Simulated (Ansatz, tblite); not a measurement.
# The cluster SnGe5: one state, many levels

Aim: run the singlet of the cluster SnGe5 at one geometry on many levels, and compare frontier levels, spin and run time.

Computed with Ansatz 0.2.0, Gaussian basis. Level: as each input shows.

Plan: GFN1-xTB, GFN2-xTB, PBE-D4/def2-TZVP, r2SCAN-D4/def2-TZVP, B97M-V/def2-TZVP, r2SCANh-D4/def2-TZVP, PBE-D4/def2-SVP, PBE0-D4/def2-SVP, PBE0-D4/def2-TZVPD, PBE-D4/def2-TZVPD, MP2/def2-TZVP, RPA/def2-TZVP.

12 further runs of the same task are left out: 9 that didn't finish, 3 set aside as unsound or not needed.

## 1. The structure

The singlet was relaxed beforehand with r2SCAN-D4/def2-SVP. At that level it is the lowest of the isomers that a small search found.

6 atoms, charge 0, spin multiplicity 1.

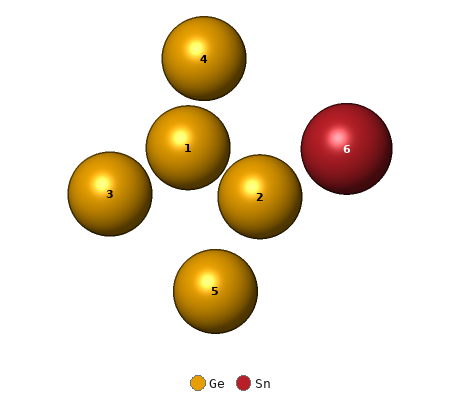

The geometry (germanium amber, tin red); atoms are numbered from 1 in the order of the file.

Sn takes a core potential in the def2 sets. No spin-orbit coupling is included.

PBE0-D4/def2-TZVP was run before; its log isn't repeated, and its numbers join the tables.

## 2. GFN1-xTB

Tight binding, by tblite at 300 K electronic temperature and without a spin-polarisation term:

```python
tblite.interface.Calculator('GFN1-xTB', numbers, positions, charge=0, uhf=0).singlepoint()
```

Energy -294.9186 eV, HOMO -9.73 eV, LUMO -8.66 eV; 0.031 s.

## 3. GFN2-xTB

Tight binding, by tblite at 300 K electronic temperature and without a spin-polarisation term:

```python
tblite.interface.Calculator('GFN2-xTB', numbers, positions, charge=0, uhf=0).singlepoint()
```

Energy -322.7910 eV, HOMO -8.49 eV, LUMO -6.79 eV; 0.11 s.

## 4. PBE-D4/def2-TZVP

start.molden holds the orbitals of an earlier run on this state, given as this run's starting guess.

Contents of in.yaml:

```yaml
crystal:
  periodic: [false, false, false]
  atoms:
    - {symbol: Ge, position_ang: [1.075059, 0.988682, -0.064162]}
    - {symbol: Ge, position_ang: [-1.078372, -0.985991, -0.057667]}
    - {symbol: Ge, position_ang: [0.049106, -0.046278, 2.025618]}
    - {symbol: Ge, position_ang: [-1.384487, 1.510321, 0.268498]}
    - {symbol: Ge, position_ang: [1.393656, -1.519772, 0.132131]}
    - {symbol: Sn, position_ang: [-0.054962, 0.053038, -2.304428]}
basis:
  gaussian: {orbitals: def2-TZVP, initial_orbitals: start.molden}
hamiltonian: {xc: pbe, dispersion: d4}
scf: {omitted_lower_state_checks: [starts]}
output: {orbitals: {seedname: orbitals}}
```

Run with:

```sh
> ansatz run in.yaml --threads 4 --pin off --events-out ev --progress --plain --max-ram 4787MiB
```

Standard output:

```text
Functional definition: PBE
  name "PBE"
  cite "Perdew, Burke & Ernzerhof, Phys. Rev. Lett. 77, 3865 (1996) doi:10.1103/PhysRevLett.77.3865"
  parent pbe
  parameter kappa = 0.804
  parameter beta = 0.06672455060314922
  exchange = pbe_x(kappa = kappa, mu = beta*pi^2/3)
  correlation = pbe_c(beta = beta)
these checks for a lower state are left out or cut short: starts
2178 factors; their error is unknown
mean field evaluation 1: about -288384.5374 eV, gradient 1.8e1 eV
mean field evaluation 2: about -288384.7867 eV, gradient 3.1e-1 eV
mean field evaluation 4: about -288384.7312 eV, gradient 5.9e-2 eV
mean field -288384.73124426 eV, -10597.9433990349 hartree, gradient 2.1e-5 eV, S^2 0.000000; 0 other end points of the search recorded, 0 dependent functions left out
reference -288384.73128049 eV, -10597.9434003662 hartree; 91, 91 occupied and 199, 199 virtual orbitals, 2178 factors
Total energy: -288385.22668834 eV, -10597.9616062691 hartree
Checks for a lower state left out: starts
```

It took 9.5 s on 4 threads of Intel Xeon at 2.50GHz, shared host.

Report: HOMO -5.25 eV, LUMO -3.25 eV.

## 5. r2SCAN-D4/def2-TZVP

in.yaml, as its differences from that of step 4:

```diff
@@ -11,3 +11,3 @@
   gaussian: {orbitals: def2-TZVP, initial_orbitals: start.molden}
-hamiltonian: {xc: pbe, dispersion: d4}
+hamiltonian: {xc: r2scan, dispersion: d4}
 scf: {omitted_lower_state_checks: [starts]}
```

Same command.

Standard output:

```text
Functional definition: r2SCAN
  name "r2SCAN"
  cite "Furness, Kaplan, Ning, Perdew & Sun, J. Phys. Chem. Lett. 11, 8208 (2020) doi:10.1021/acs.jpclett.0c02405"
  cite "Furness, Kaplan, Ning, Perdew & Sun, J. Phys. Chem. Lett. 11, 9248 (2020) doi:10.1021/acs.jpclett.0c03077"
  parent r2scan
  parameter k0 = 0.174
  parameter k1 = 0.065
  parameter a1 = 4.9479
  exchange = r2scan_x(k0 = k0, k1 = k1, a1 = a1)
  correlation = r2scan_c
these checks for a lower state are left out or cut short: starts
2178 factors; their error is unknown
mean field evaluation 1: about -288427.6945 eV, gradient 1.3e1 eV
mean field evaluation 2: about -288427.8137 eV, gradient 1.7e-1 eV
mean field evaluation 4: about -288427.7720 eV, gradient 2.4e-4 eV
mean field -288427.77198324 eV, -10599.5251170186 hartree, gradient 2.6e-5 eV, S^2 0.000000; 0 other end points of the search recorded, 0 dependent functions left out
reference -288427.77199400 eV, -10599.5251174139 hartree; 91, 91 occupied and 199, 199 virtual orbitals, 2178 factors
Total energy: -288427.85862474 eV, -10599.5283010347 hartree
Checks for a lower state left out: starts
```

Wall time 21 s (4 threads of Intel Xeon at 2.50GHz, shared host).

From the report: HOMO -5.50 eV, LUMO -3.30 eV.

## 6. B97M-V/def2-TZVP

in.yaml, as its differences from that of step 5:

```diff
@@ -11,3 +11,3 @@
   gaussian: {orbitals: def2-TZVP, initial_orbitals: start.molden}
-hamiltonian: {xc: r2scan, dispersion: d4}
+hamiltonian: {xc: {name: B97M-V}}
 scf: {omitted_lower_state_checks: [starts]}
```

The command is unchanged.

Standard output:

```text
Functional definition: B97M-V
  name "B97M-V"
  cite "Mardirossian & Head-Gordon, J. Chem. Phys. 142, 074111 (2015) doi:10.1063/1.4907719"
  cite "Becke, J. Chem. Phys. 107, 8554 (1997) doi:10.1063/1.475007"
  cite "Vydrov & Van Voorhis, J. Chem. Phys. 133, 244103 (2010) doi:10.1063/1.3521275"
  # Of w^i u^j: cxij and so on, Table III.
  parameter cx00 = 1.000
  parameter cx01 = 1.308
  parameter cx02 = 1.901
  parameter cx10 = 0.416
  parameter cx11 = 3.070
  parameter css00 = 1.000
  parameter css02 = -1.855
  parameter css10 = -5.668
  parameter css32 = -20.497
  parameter css42 = -20.364
  parameter cos00 = 1.000
  parameter cos01 = 1.573
  parameter cos03 = -6.298
  parameter cos10 = 2.535
  parameter cos32 = -6.427
  parameter b = 6.0
  parameter c = 0.01
  gx(w, u) = cx00 + cx01*u + cx02*u^2 + (cx10 + cx11*u)*w
  gss(w, u) = css00 + css02*u^2 + css10*w + (css32*w^3 + css42*w^4)*u^2
  gos(w, u) = cos00 + cos01*u + cos03*u^3 + cos10*w + cos32*w^3*u^2
  exchange = spin_sum(e_x_unif_s*gx(b97_w, b97_u_x))
  correlation = spin_sum(e_c_pw_mod_same_spin*gss(b97_w, b97_u_same))
      + integral(e_c_pw_mod_opposite_spin*gos(b97_w_opposite, b97_u_opposite)) + vv10(b, c)
these checks for a lower state are left out or cut short: starts
2178 factors; their error is unknown
mean field evaluation 1: about -288372.9441 eV, gradient 1.7e1 eV
mean field evaluation 2: about -288373.1199 eV, gradient 2.3e-1 eV
mean field evaluation 4: about -288373.0632 eV, gradient 6.7e-4 eV
mean field -288373.06316198 eV, -10597.5146049201 hartree, gradient 2.0e-5 eV, S^2 0.000000; 0 other end points of the search recorded, 0 dependent functions left out
reference -288373.06321502 eV, -10597.5146068693 hartree; 91, 91 occupied and 199, 199 virtual orbitals, 2178 factors
Total energy: -288373.06321502 eV, -10597.5146068693 hartree
Checks for a lower state left out: starts
```

Wall time 36 s (4 threads of Intel Xeon at 2.50GHz, shared host).

From the report: HOMO -5.38 eV, LUMO -3.07 eV.

## 7. r2SCANh-D4/def2-TZVP

in.yaml, as its differences from that of step 6:

```diff
@@ -11,3 +11,3 @@
   gaussian: {orbitals: def2-TZVP, initial_orbitals: start.molden}
-hamiltonian: {xc: {name: B97M-V}}
+hamiltonian: {xc: {name: r2SCANh}, dispersion: d4}
 scf: {omitted_lower_state_checks: [starts]}
```

Same command.

Standard output, shortened:

```text
Functional definition: r2SCANh
  name "r2SCANh"
  cite "Bursch, Neugebauer, Ehlert & Grimme, J. Chem. Phys. 156, 134105 (2022) doi:10.1063/5.0086040"
  cite "Furness, Kaplan, Ning, Perdew & Sun, J. Phys. Chem. Lett. 11, 8208 (2020) doi:10.1021/acs.jpclett.0c02405"
  cite "Furness, Kaplan, Ning, Perdew & Sun, J. Phys. Chem. Lett. 11, 9248 (2020) doi:10.1021/acs.jpclett.0c03077"
  parent r2scan
[...]
2288 factors; their error is unknown
[...]
mean field -288426.27485294 eV, -10599.4700984946 hartree, gradient 2.6e-5 eV, S^2 0.000000; 0 other end points of the search recorded, 0 dependent functions left out
reference -288426.27486282 eV, -10599.4700988577 hartree; 91, 91 occupied and 199, 199 virtual orbitals, 2288 factors
Total energy: -288426.37762405 eV, -10599.4738752634 hartree
Checks for a lower state left out: starts
```

Run time: 42 s. Hardware: 4 threads of Intel Xeon at 2.50GHz, shared host; peak memory 1.8 GiB.

HOMO -5.80 eV, LUMO -3.07 eV.

## 8. PBE-D4/def2-SVP

in.yaml, as its differences from that of step 7:

```diff
@@ -10,4 +10,4 @@
 basis:
-  gaussian: {orbitals: def2-TZVP, initial_orbitals: start.molden}
-hamiltonian: {xc: {name: r2SCANh}, dispersion: d4}
+  gaussian: {orbitals: def2-SVP, initial_orbitals: start.molden}
+hamiltonian: {xc: pbe, dispersion: d4}
 scf: {omitted_lower_state_checks: [starts]}
```

The command is unchanged.

Standard output:

```text
Functional definition: PBE
  name "PBE"
  cite "Perdew, Burke & Ernzerhof, Phys. Rev. Lett. 77, 3865 (1996) doi:10.1103/PhysRevLett.77.3865"
  parent pbe
  parameter kappa = 0.804
  parameter beta = 0.06672455060314922
  exchange = pbe_x(kappa = kappa, mu = beta*pi^2/3)
  correlation = pbe_c(beta = beta)
these checks for a lower state are left out or cut short: starts
2046 factors; their error is unknown
mean field evaluation 1: about -288348.8094 eV, gradient 2.3e1 eV
mean field evaluation 2: about -288349.1185 eV, gradient 4.4e-1 eV
mean field evaluation 4: about -288348.9515 eV, gradient 7.3e-2 eV
mean field -288348.95149910 eV, -10596.6285176526 hartree, gradient 1.7e-5 eV, S^2 0.000000; 0 other end points of the search recorded, 0 dependent functions left out
reference -288348.95153201 eV, -10596.6285188623 hartree; 91, 91 occupied and 95, 95 virtual orbitals, 2046 factors
Total energy: -288349.44693987 eV, -10596.6467247651 hartree
Checks for a lower state left out: starts
```

Run time: 4.5 s. Hardware: 4 threads of Intel Xeon at 2.50GHz, shared host.

From the report: HOMO -5.30 eV, LUMO -3.29 eV.

## 9. PBE0-D4/def2-SVP

in.yaml, as its differences from that of step 8:

```diff
@@ -11,3 +11,3 @@
   gaussian: {orbitals: def2-SVP, initial_orbitals: start.molden}
-hamiltonian: {xc: pbe, dispersion: d4}
+hamiltonian: {xc: pbe0, dispersion: d4}
 scf: {omitted_lower_state_checks: [starts]}
```

Same command.

Standard output:

```text
Functional definition: PBE0
  name "PBE0"
  cite "Adamo & Barone, J. Chem. Phys. 110, 6158 (1999) doi:10.1063/1.478522"
  cite "Perdew, Burke & Ernzerhof, Phys. Rev. Lett. 77, 3865 (1996) doi:10.1103/PhysRevLett.77.3865"
  parent pbe
  parameter a = 0.25
  parameter kappa = 0.804
  parameter beta = 0.06672455060314922
  exchange = (1 - a)*pbe_x(kappa = kappa, mu = beta*pi^2/3) + a*exact_x
  correlation = pbe_c(beta = beta)
these checks for a lower state are left out or cut short: starts
1922 factors; integrals over basis functions are off by at most 2.8e-4 eV
mean field evaluation 1: about -288355.6114 eV, gradient 1.9e1 eV
mean field evaluation 2: about -288355.6833 eV, gradient 1.2e-1 eV
mean field evaluation 4: about -288355.6967 eV, gradient 1.3e-4 eV
mean field -288355.69669918 eV, -10596.8763991834 hartree, gradient 1.7e-5 eV, S^2 0.000000; 0 other end points of the search recorded, 0 dependent functions left out
reference -288355.69672409 eV, -10596.8764000992 hartree; 91, 91 occupied and 95, 95 virtual orbitals, 1922 factors
Total energy: -288356.12125732 eV, -10596.8920014074 hartree
Checks for a lower state left out: starts
```

Wall time 13 s (4 threads of Intel Xeon at 2.50GHz, shared host).

HOMO -6.14 eV, LUMO -2.74 eV.

## 10. PBE0-D4/def2-TZVPD

in.yaml, as its differences from that of step 9:

```diff
@@ -10,3 +10,3 @@
 basis:
-  gaussian: {orbitals: def2-SVP, initial_orbitals: start.molden}
+  gaussian: {orbitals: def2-TZVPD, initial_orbitals: start.molden}
 hamiltonian: {xc: pbe0, dispersion: d4}
```

Launched as before.

Standard output, shortened:

```text
Functional definition: PBE0
  name "PBE0"
  cite "Adamo & Barone, J. Chem. Phys. 110, 6158 (1999) doi:10.1063/1.478522"
  cite "Perdew, Burke & Ernzerhof, Phys. Rev. Lett. 77, 3865 (1996) doi:10.1103/PhysRevLett.77.3865"
  parent pbe
[...]
2618 factors; their error is unknown
the host lacks memory for fits, so the integrals are decomposed
2235 factors; integrals over basis functions are off by at most 9.3e-4 eV
[...]
mean field -288391.48605612 eV, -10598.1916337921 hartree, gradient 2.5e-5 eV, S^2 0.000000; 0 other end points of the search recorded, 0 dependent functions left out
reference -288391.48608970 eV, -10598.1916350262 hartree; 91, 91 occupied and 235, 235 virtual orbitals, 2235 factors
Total energy: -288391.91062292 eV, -10598.2072363344 hartree
Checks for a lower state left out: starts
```

It took 39 s on 4 threads of Intel Xeon at 2.50GHz, shared host; peak memory 1.8 GiB.

HOMO -6.08 eV, LUMO -2.69 eV.

## 11. PBE-D4/def2-TZVPD

in.yaml, as its differences from that of step 10:

```diff
@@ -11,3 +11,3 @@
   gaussian: {orbitals: def2-TZVPD, initial_orbitals: start.molden}
-hamiltonian: {xc: pbe0, dispersion: d4}
+hamiltonian: {xc: pbe, dispersion: d4}
 scf: {omitted_lower_state_checks: [starts]}
```

Same command.

Standard output:

```text
Functional definition: PBE
  name "PBE"
  cite "Perdew, Burke & Ernzerhof, Phys. Rev. Lett. 77, 3865 (1996) doi:10.1103/PhysRevLett.77.3865"
  parent pbe
  parameter kappa = 0.804
  parameter beta = 0.06672455060314922
  exchange = pbe_x(kappa = kappa, mu = beta*pi^2/3)
  correlation = pbe_c(beta = beta)
these checks for a lower state are left out or cut short: starts
2269 factors; their error is unknown
mean field evaluation 1: about -288384.5038 eV, gradient 2.2e1 eV
mean field evaluation 2: about -288384.8078 eV, gradient 4.6e-1 eV
mean field evaluation 4: about -288384.7867 eV, gradient 5.4e-2 eV
mean field -288384.78669446 eV, -10597.9454367922 hartree, gradient 2.1e-5 eV, S^2 0.000000; 0 other end points of the search recorded, 0 dependent functions left out
reference -288384.78673917 eV, -10597.9454384355 hartree; 91, 91 occupied and 235, 235 virtual orbitals, 2269 factors
Total energy: -288385.28214703 eV, -10597.9636443384 hartree
Checks for a lower state left out: starts
```

Run time: 13 s. Hardware: 4 threads of Intel Xeon at 2.50GHz, shared host; peak memory 0.98 GiB.

HOMO -5.27 eV, LUMO -3.26 eV.

## 12. MP2/def2-TZVP

in.yaml, as its differences from that of step 11:

```diff
@@ -10,4 +10,4 @@
 basis:
-  gaussian: {orbitals: def2-TZVPD, initial_orbitals: start.molden}
-hamiltonian: {xc: pbe, dispersion: d4}
+  gaussian: {orbitals: def2-TZVP, initial_orbitals: start.molden}
+correlation: {method: mp2}
 scf: {omitted_lower_state_checks: [starts]}
```

Launched as before.

Standard output, shortened:

```text
Functional definition: HF
  name "HF"
  cite "Fock, Z. Phys. 61, 126 (1930) doi:10.1007/BF01340294"
  parent pbe
[...]
2109 factors; integrals over basis functions are off by at most 8.7e-4 eV
[...]
mean field -288175.68839842 eV, -10590.2612161448 hartree, gradient 5.6e-6 eV, S^2 0.000000; 0 other end points of the search recorded, 0 dependent functions left out; unrestricted orbitals would lower it
49 core orbitals not correlated: weight in the atoms' cores, before any rotation towards them, 1.000 or more for the frozen orbitals, at most 0.000 for the correlated occupied ones
reference -288175.68839842 eV, -10590.2612161448 hartree; 42, 42 occupied and 199, 199 virtual orbitals, 2109 factors
second order -43.13305215 eV of doubles, -0.00000000 eV of singles
Total energy: -288218.82145057 eV, -10591.8463265746 hartree
Checks for a lower state left out: starts
```

It took 45 s on 4 threads of Intel Xeon at 2.50GHz, shared host; peak memory 1.6 GiB.

From the report: Hartree-Fock HOMO -7.75 eV, LUMO -0.09 eV. Doubts: restricted state is unstable towards broken spin symmetry.

## 13. RPA/def2-TZVP

in.yaml, as its differences from that of step 12:

```diff
@@ -11,4 +11,4 @@
   gaussian: {orbitals: def2-TZVP, initial_orbitals: start.molden}
-correlation: {method: mp2}
+hamiltonian: {xc: pbe}
+correlation: {method: rpa}
 scf: {omitted_lower_state_checks: [starts]}
-output: {orbitals: {seedname: orbitals}}
```

Launched as before.

Standard output, shortened:

```text
Functional definition: PBE
  name "PBE"
  cite "Perdew, Burke & Ernzerhof, Phys. Rev. Lett. 77, 3865 (1996) doi:10.1103/PhysRevLett.77.3865"
  parent pbe
[...]
2109 factors; integrals over basis functions are off by at most 8.7e-4 eV
[...]
mean field -288384.73123637 eV, -10597.9433987452 hartree, gradient 2.9e-6 eV, S^2 0.000000; 0 other end points of the search recorded, 0 dependent functions left out
49 core orbitals not correlated: weight in the atoms' cores, before any rotation towards them, 1.000 or more for the frozen orbitals, at most 0.000 for the correlated occupied ones
reference -288172.30765065 eV, -10590.1369759558 hartree; 42, 42 occupied and 199, 199 virtual orbitals, 2109 factors
Total energy: -288231.53229455 eV, -10592.3134414752 hartree
Checks for a lower state left out: starts
```

Run time: 28 s. Hardware: 4 threads of Intel Xeon at 2.50GHz, shared host; peak memory 1.1 GiB.

## 14. Levels side by side

```csv
level,functions,HOMO (eV),LUMO (eV),gap (eV),time
PBE-D4/def2-SVP,186,-5.30,-3.29,2.01,4.5 s
PBE-D4/def2-TZVP,290,-5.25,-3.25,2.00,9.5 s
PBE-D4/def2-TZVPD,326,-5.27,-3.26,2.00,13 s
r2SCAN-D4/def2-TZVP,290,-5.50,-3.30,2.20,21 s
B97M-V/def2-TZVP,290,-5.38,-3.07,2.30,36 s
r2SCANh-D4/def2-TZVP,290,-5.80,-3.07,2.72,42 s
PBE0-D4/def2-SVP,186,-6.14,-2.74,3.40,13 s
PBE0-D4/def2-TZVP,290,-6.07,-2.68,3.39,47 s
PBE0-D4/def2-TZVPD,326,-6.08,-2.69,3.39,39 s
```

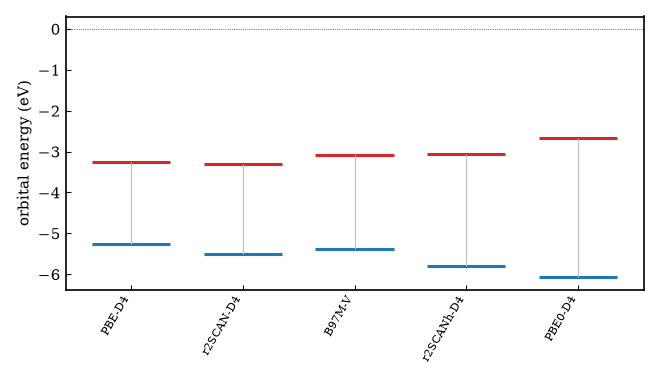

Highest filled (blue) and lowest empty (red) level in def2-TZVP.

Energy pieces by basis (eV):

```csv
basis,HF,MP2 correlation,total
def2-TZVP,-288175.6884,-43.1331,-288218.8215 (MP2)
```

## 15. Binding energy

Free atoms were run apart at each level; binding is atoms less cluster, divided by the number of atoms, without zero-point or spin-orbit terms.

```csv
level,binding an atom (eV)
HF/def2-TZVP,1.434
PBE-D4/def2-SVP,3.163
PBE-D4/def2-TZVP,3.190
PBE-D4/def2-TZVPD,3.194
r2SCAN-D4/def2-TZVP,3.088
B97M-V/def2-TZVP,3.050
r2SCANh-D4/def2-TZVP,3.037
PBE0-D4/def2-SVP,3.004
PBE0-D4/def2-TZVP,3.041
PBE0-D4/def2-TZVPD,3.046
RPA/def2-TZVP,2.694
MP2/def2-TZVP,3.293
```

## 16. Outcome

| quantity | value |
| --- | --- |
| gap in def2-TZVP, named functionals, smallest and largest | 2.00 eV (PBE-D4), 3.39 eV (PBE0-D4) |
| correlation energy, MP2/def2-TZVP | -43.13 eV |
| binding an atom, functionals in def2-TZVP | 3.04 (r2SCANh-D4) to 3.19 eV (PBE-D4) |
| PBE0 total energy, smallest basis above largest | 35.79 eV (def2-SVP, def2-TZVPD) |

Orbital gaps of the named functionals in def2-TZVP span 2.00 eV (PBE-D4) to 3.39 eV (PBE0-D4); exact exchange widens it.

The slowest run with a step of its own, MP2/def2-TZVP, took 45 s; the quickest functional in def2-TZVP took 9.5 s (shared host).
